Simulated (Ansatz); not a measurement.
AlH5N2O

```json
{"atom": "Al", "x (Å)": "-0.5364", "y (Å)": "-0.1265", "z (Å)": "-0.4066"}
{"atom": "N", "x (Å)": "1.0629", "y (Å)": "0.3500", "z (Å)": "0.6765"}
{"atom": "N", "x (Å)": "-1.0937", "y (Å)": "-1.3577", "z (Å)": "0.5979"}
{"atom": "H", "x (Å)": "0.8845", "y (Å)": "-0.3529", "z (Å)": "1.3988"}
{"atom": "O", "x (Å)": "-0.4112", "y (Å)": "0.9765", "z (Å)": "-1.7041"}
{"atom": "H", "x (Å)": "1.9688", "y (Å)": "0.1854", "z (Å)": "0.2526"}
{"atom": "H", "x (Å)": "1.0758", "y (Å)": "1.2745", "z (Å)": "1.0920"}
{"atom": "H", "x (Å)": "-1.9031", "y (Å)": "-1.9531", "z (Å)": "0.5094"}
{"atom": "H", "x (Å)": "-1.0476", "y (Å)": "1.0038", "z (Å)": "-2.4165"}
```

The product side of a reaction path; geometry: PBE0-D4/def2-TZVP.

The calculation used RKS PBE0-D4/def2-TZVPP in Ansatz 0.2.0.

What can the converged electron density and electron localisation function tell about the bonding?

Al–N (1.68 Å): the density is about 0.97 e/Å³ at the midpoint; the ELF peaks at about 0.85 in the valence shell of N, 0.6 Å from its nucleus, and is about 0.50 at the midpoint.
Al–O (1.71 Å): ρ at the midpoint is about 0.89 e/Å³; the ELF peaks at about 0.85 in the valence shell of O, 0.6 Å from its nucleus, and is about 0.50 at the midpoint.
O–H (0.96 Å): ρ at the midpoint is about 3.8 e/Å³; the ELF climbs to about 1 towards the hydrogen, as it does in any bond to H (an ordinary covalent bond to hydrogen).
N–H (1.01 Å): ρ at the midpoint is about 2.8 e/Å³; the ELF climbs to about 1 towards the hydrogen: a covalent bond by its length.

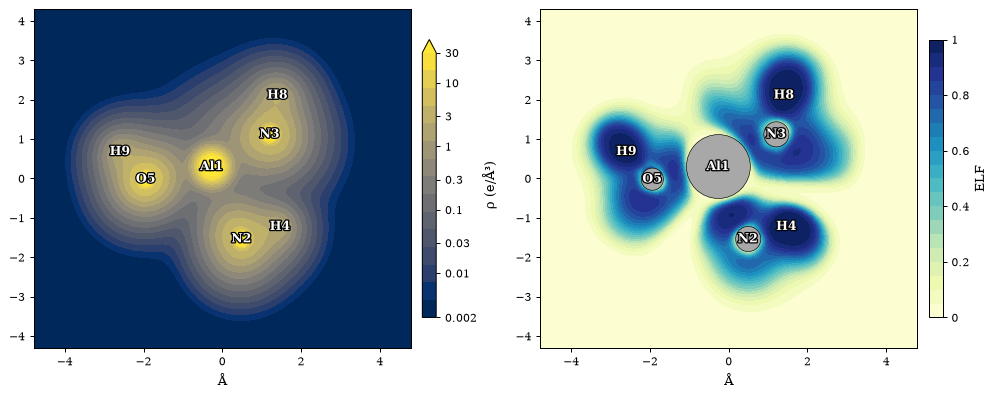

Computed electron density and electron localisation function on the plane of atoms N2, Al1 and N3, in this order. Grey discs cover the atomic cores in the ELF map. 
